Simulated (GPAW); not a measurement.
# 1T-SiO2 monolayer: work function by functional and basis, part 2 of 2

Wanted: work functions and dipole of 1T-SiO2 monolayer, with the cost of each level. Where a layer proves gapped, the work function hangs on where the smearing puts the Fermi level, and the band edges take its place.

GPAW 26.7.0; GPAW, PAW setups; layer in a repeated cell with vacuum, relaxation of atoms and in-plane cell (the session's first sound run).

So far, upper work function (eV): step 3 (the slab's potential, PBE, GPAW) 7.32; step 5 (OptPBE vdW: xc = "optPBE-vdW", GPAW, PAW setups, GPAW) 7.51; step 6 (self-consistent run: xc = "RPBE") 7.23; step 7 (self-consistent run: xc = "LDA") 7.59; step 8 (self-consistent run: xc = "vdW-DF2", GPAW, PAW setups, GPAW) 7.87.

## 9. Real-space grid: mode = "fd"

Level of this step: GPAW, PAW setups; slab in vacuum (GPAW).

A real-space grid is a second complete basis, so it checks the plane-wave result.

run.py reads:

```python
import json
import numpy as np
from ase import Atoms
from gpaw import GPAW

slab = Atoms(
    ['O', 'Si', 'O'],
    positions=[
        [1.34163, 0.77459, 9.00000],
        [0.00000, 0.00000, 9.92810],
        [0.00000, 1.54918, 10.85619]],
    cell=[[2.68325, -0.0, 0.0], [-1.34163, 2.32377, 0.0], [0.0, 0.0, 19.8562]],
    pbc=[True, True, False])

slab.calc = GPAW(mode='fd', h=0.18, xc='PBE', kpts={'size': (15, 15, 1), 'gamma': True},
                 occupations={'name': 'fermi-dirac', 'width': 0.05}, nbands='200%',
                 convergence={'density': 1e-05}, maxiter=200,
                 poissonsolver={'dipolelayer': 'xy'},
                 symmetry={'tolerance': 1e-3}, txt='slab.txt')
result = {}
energy = slab.get_potential_energy()
fermi = slab.calc.get_fermi_level()
v = slab.calc.get_electrostatic_potential().mean((0, 1)) - fermi
n = slab.calc.get_pseudo_density().mean((0, 1))
L = slab.cell[2, 2]
z = np.arange(len(v)) * L / len(v)
low, high = slab.positions[:, 2].min(), slab.positions[:, 2].max()
below, above = np.interp([low - 6.8, high + 6.8], z, v)
slopes = [np.interp(x, z, np.gradient(v, z)) for x in (low - 6.8, high + 6.8)]
eps = np.array([[slab.calc.get_eigenvalues(k, s) for k in range(len(slab.calc.get_ibz_k_points()))]
                for s in range(slab.calc.get_number_of_spins())]) - fermi
top, bottom = eps[eps < 0].max(), eps[eps > 0].min()
dipole = slab.get_dipole_moment()[2]
print(f'energy {energy:.4f} eV, Fermi level {fermi:.4f} eV, dipole {dipole:.5f} e A')
print(f'potential 6.8 A off the faces, from the Fermi level: lower {below:.4f} eV, upper {above:.4f} eV')
print(f'slope of the potential there: lower {slopes[0]:.5f}, upper {slopes[1]:.5f} eV/A')
print(f'nearest levels on the mesh: {top:.4f} and {bottom:.4f} eV')
print('magnetic moment', round(slab.get_magnetic_moment(), 3))
result.update(energy=energy, fermi=fermi, dipole=dipole, below=below, above=above, slopes=slopes, edges=[top, bottom],
              z=z.tolist(), v=v.tolist(), n=n.tolist(), positions=slab.positions.tolist(),
              forces=slab.get_forces(apply_constraint=False).tolist(), moments=slab.get_magnetic_moments().tolist())
json.dump(result, open('result.json', 'w'))
```

Command:

```sh
> OMP_NUM_THREADS=1 OPENBLAS_NUM_THREADS=1 python run.py
```

The log of the run:

```text
energy -23.4961 eV, Fermi level -7.4143 eV, dipole -0.00006 e A
potential 6.8 A off the faces, from the Fermi level: lower 7.4135 eV, upper 7.4151 eV
slope of the potential there: lower -0.00000, upper 0.00000 eV/A
nearest levels on the mesh: -1.6237 and 5.1459 eV
magnetic moment 0.0
```

The job ended after 47 s (1 thread of Arm Neoverse V1, shared host; peak memory 0.29 GiB).

Numbers from this step:

```yaml
dipole_along_the_normal: -5.95e-5 e·Å
levels_nearest_the_fermi_level_on_the_mesh: -1.624, 5.146 eV from the Fermi level
upper_work_function: 7.415 eV
lower_work_function: 7.413 eV
upper_ionisation_energy: 9.039 eV
```

The highest filled level lies 1.62 eV under the Fermi level, so the ionisation energy from the upper face is 7.415 + 1.62 = 9.039 eV, against 9.057 eV in the base run.

## 10. Atomic orbitals: mode = "lcao"

Atom-centred orbitals end a few angstrom from the surface, which tests how much the density's tail matters.

Changes to run.py since step 9:

```diff
@@ -14,4 +14,4 @@
 
-slab.calc = GPAW(mode='fd', h=0.18, xc='PBE', kpts={'size': (15, 15, 1), 'gamma': True},
-                 occupations={'name': 'fermi-dirac', 'width': 0.05}, nbands='200%',
+slab.calc = GPAW(mode='lcao', basis='dzp', h=0.18, xc='PBE', kpts={'size': (15, 15, 1), 'gamma': True},
+                 occupations={'name': 'fermi-dirac', 'width': 0.05}, nbands='120%',
                  convergence={'density': 1e-05}, maxiter=200,
```

The log of the run:

```text
energy -21.0275 eV, Fermi level -6.0224 eV, dipole -0.00006 e A
potential 6.8 A off the faces, from the Fermi level: lower 6.0216 eV, upper 6.0232 eV
slope of the potential there: lower 0.00000, upper 0.00000 eV/A
nearest levels on the mesh: -2.9787 and 3.9134 eV
magnetic moment 0.0
```

Elapsed: 32 s, on 1 thread; peak memory 0.17 GiB.

Numbers from this step:

| Property | Result |
| --- | --- |
| levels nearest the Fermi level on the mesh | -2.979, 3.913 eV from the Fermi level |
| upper work function | 6.023 eV |
| lower work function | 6.022 eV |
| upper ionisation energy | 9.002 eV |

Table of electrostatic potential energy of an electron (without an applied field's), less the Fermi level, planar mean by z:

```tsv
z (Å)	electrostatic potential energy of an electron (without an applied field's), less the Fermi level, planar mean (eV)
0	6.02
2	6.02
4	6.02
6	6.02
8	5.33
10	-23.1
12	5.66
14	6.02
16	6.02
18	6.02
```

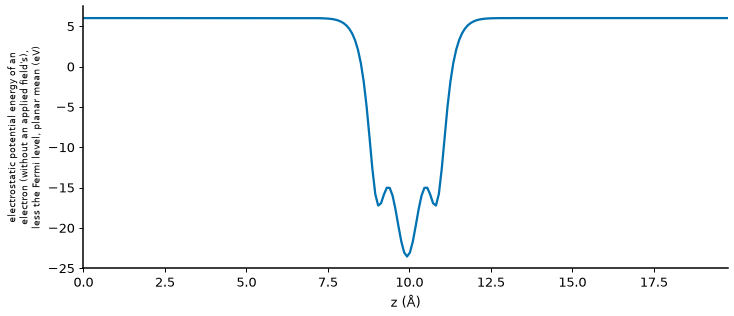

Electrostatic potential energy of an electron (without an applied field's), less the Fermi level, planar mean, plotted against z.

The highest filled level lies 2.98 eV under the Fermi level, so the ionisation energy from the upper face is 6.023 + 2.98 = 9.002 eV, against 9.057 eV in the base run.

## 11. All levels side by side

Times are for 1 thread of Arm Neoverse V1, shared host. The series side by side:

```tsv
no.	run	upper ionisation energy (eV)	time	memory (GiB)
1	pw	9.057	19 s	0.18
2	revPBE	8.927	19 s	0.18
3	optPBE vdW	9.350	26 s	0.3
4	RPBE	8.925	19 s	0.19
5	LDA	9.391	17 s	0.18
6	vdW DF2	9.600	26 s	0.3
7	fd	9.039	47 s	0.29
8	lcao	9.002	32 s	0.17
```

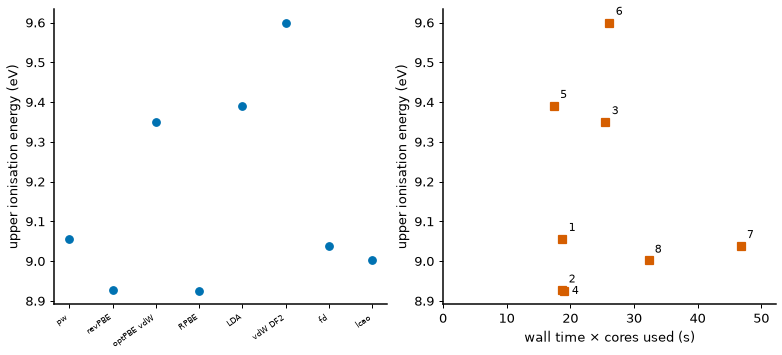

The series as plots; the last panel sets the first result against cost, with the runs numbered as in the table.

## 12. Side by side

Results and costs are gathered.

This step: comparison of work functions, dipole and cost (GPAW 26.7.0).

Ladder, by row:

```tsv
step	code	work function, upper (eV)	work function, lower (eV)	dipole (e Å)	wall time (s)	peak memory (GiB)	threads
pw	GPAW	7.319	7.318	-6.84e-5	18.77	0.18	1
revPBE	GPAW	7.196	7.194	-6.83e-5	18.77	0.18	1
optPBE-vdW	GPAW	7.506	7.505	-6.82e-5	25.53	0.3	1
RPBE	GPAW	7.226	7.224	-6.83e-5	19.07	0.19	1
LDA	GPAW	7.585	7.584	-6.84e-5	17.43	0.18	1
vdW-DF2	GPAW	7.868	7.867	-6.81e-5	26.16	0.3	1
fd	GPAW	7.415	7.413	-5.95e-5	46.77	0.29	1
lcao	GPAW	6.023	6.022	-5.95e-5	32.29	0.17	1
```

## 13. A changed run

One more run, with changed settings.

This step: GPAW, PAW setups; slab in vacuum (GPAW 26.7.0).

Changes to run.py since step 10:

```diff
@@ -3,3 +3,3 @@
 from ase import Atoms
-from gpaw import GPAW
+from gpaw import GPAW, PW
 
@@ -14,5 +14,5 @@
 
-slab.calc = GPAW(mode='lcao', basis='dzp', h=0.18, xc='PBE', kpts={'size': (15, 15, 1), 'gamma': True},
-                 occupations={'name': 'fermi-dirac', 'width': 0.05}, nbands='120%',
-                 convergence={'density': 1e-05}, maxiter=200,
+slab.calc = GPAW(mode=PW(500), xc='pbe96', kpts={'size': (15, 15, 1), 'gamma': True},
+                 occupations={'name': 'fermi-dirac', 'width': 0.05}, nbands='200%',
+                 convergence={'density': 1e-05}, maxiter=50,
                  poissonsolver={'dipolelayer': 'xy'},
```

The log of the run:

```text
NameError: Unknown functional: pbe96.
```

The job ended after 0.78 s (1 thread; peak memory 0.1 GiB).

The input was rejected at the start.

The program's message: “NameError: Unknown functional: pbe96.”

The change that led to it: xc = "pbe96".

## 14. Results

```yaml
work_function_both_faces_fermi_level_placed_in_the_gap_by_the_smearing: 7.32 eV
ionisation_energy_from_the_upper_face_highest_filled_level_on_the_mesh: 9.06 eV
electron_affinity_from_the_upper_face_lowest_empty_kohn_sham_level_on_the_mesh: 2.33 eV
dipole_along_the_normal: -6.8e-5 e Å, near the numerical noise
```

In words: With plane waves and PBE the ionisation energy from the upper face is 9.06 eV and the Kohn-Sham electron affinity 2.33 eV. The levels nearest the Fermi level on the mesh lie 6.73 eV apart, so the slab is gapped there: the smearing puts the Fermi level inside the gap, and from either face the ionisation energy is the work function plus 1.7 eV. Both are Kohn-Sham levels on the mesh, and semilocal gaps are too small, so the affinity tends to come out too large and the ionisation energy too small. Work functions of a gapped slab move with the place of the Fermi level in the gap; over the runs without a planted fault the highest filled level on the mesh lies 8.92 (RPBE) to 9.60 eV (vdW-DF2) under the upper vacuum level. The starting lattice was a guess from atomic radii; the relaxation moved it by 11 %. The layer's cell and atoms come from the relaxation; spin-orbit coupling and temperature are left out.

[Logs are printed without paths, hosts, clocks, repeated set-up lines and the standing remarks that a program may print on its own settings, such as how far it seeks lower states.]

[Hosts, paths, dates, database ids (printed as entryN), source tags and the programs' standing remarks are cut or masked in the printed files.]
